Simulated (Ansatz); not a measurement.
C$_{3}$H$_{7}$BO (SMILES OB1CCC1)

The calculation's input:

```
crystal:
  periodic: [false, false, false]
  atoms:
    - {symbol: C, position_ang: [0.192690, 1.315734, 0.357959]}
    - {symbol: C, position_ang: [1.633481, 0.738316, 0.575340]}
    - {symbol: C, position_ang: [1.347016, -0.586499, -0.209132]}
    - {symbol: B, position_ang: [-0.175229, -0.169905, -0.081099]}
    - {symbol: O, position_ang: [-1.308672, -0.899298, -0.146159]}
    - {symbol: H, position_ang: [-2.101104, -0.384806, 0.058739]}
    - {symbol: H, position_ang: [-0.298193, 1.799906, 1.217906]}
    - {symbol: H, position_ang: [0.166820, 2.023206, -0.489409]}
    - {symbol: H, position_ang: [1.825223, 0.539168, 1.641277]}
    - {symbol: H, position_ang: [2.460143, 1.358223, 0.193062]}
    - {symbol: H, position_ang: [1.706432, -1.530291, 0.229498]}
    - {symbol: H, position_ang: [1.716329, -0.530622, -1.247825]}
basis:
  gaussian:
    orbitals: def2-TZVPD
hamiltonian:
  xc: {name: PBE0}
output: {forces: true, orbitals: {seedname: orbitals}}
```

Launched as:

```sh
ansatz run input.yaml --threads 2 --pin off --max-ram 4350MiB --events-out events.jsonl --progress --plain --runs-dir runs
```

Geometry: B3LYP-D3(BJ)/def2-SVP.

The calculation used isolated molecule in a Gaussian basis; Kohn-Sham density functional theory, functional PBE0 (Ansatz 0.2.0).

Question: What can the converged electron density and electron localisation function tell about the bonding?

Answer: B–O (1.35 Å): ρ is about 2.2 e/Å³ halfway; the ELF peaks at about 0.90 between the atoms: a short, strongly polar bond.
C–B (1.58 Å): ρ is about 1.4 e/Å³ halfway; the ELF peaks at about 0.95 between the atoms; localised, covalent bonding.
O–H (0.97 Å): ρ at the midpoint is about 3.8 e/Å³; the ELF climbs to about 1 towards the hydrogen, as it does in any bond to H; an ordinary covalent bond to hydrogen.

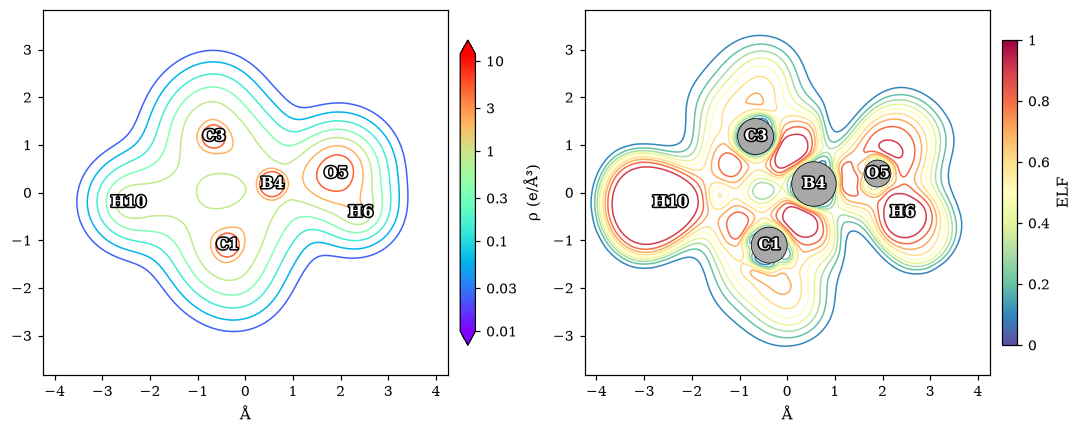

Computed electron density and electron localisation function on the plane of atoms B4, O5 and H6, in this order. Grey discs cover the atomic cores in the ELF map. 
